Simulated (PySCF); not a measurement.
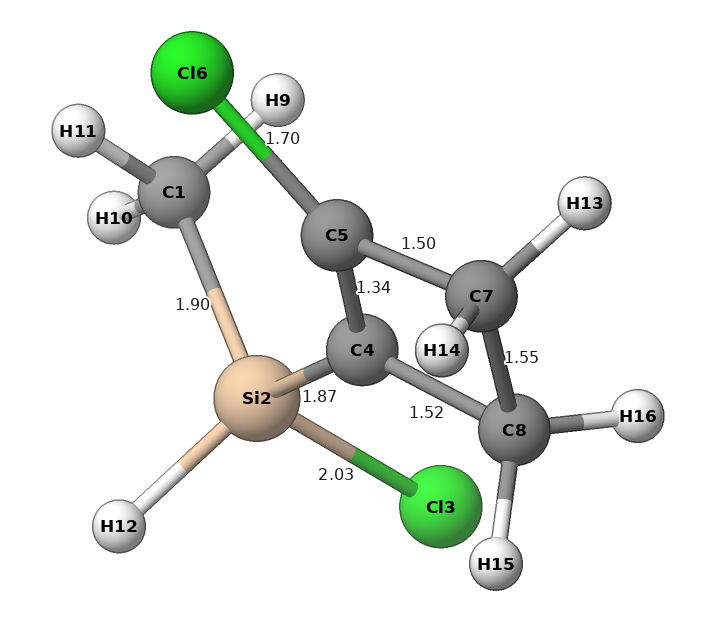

The numbers beside the sticks are distances in Å. Sticks don't show bond order. The geometry was computed by an optimisation with GFN2-xTB. No frequency run is at hand to confirm it as a minimum.

> Which of the marked bonds are single, double, triple or aromatic?

C1–Si2 single; Si2–Cl3 single; Si2–C4 single; C4–C5 double; C4–C8 single; C5–Cl6 single; C5–C7 single; C7–C8 single.

> Write the SMILES.

C[Si@@H](Cl)C1=C(Cl)CC1
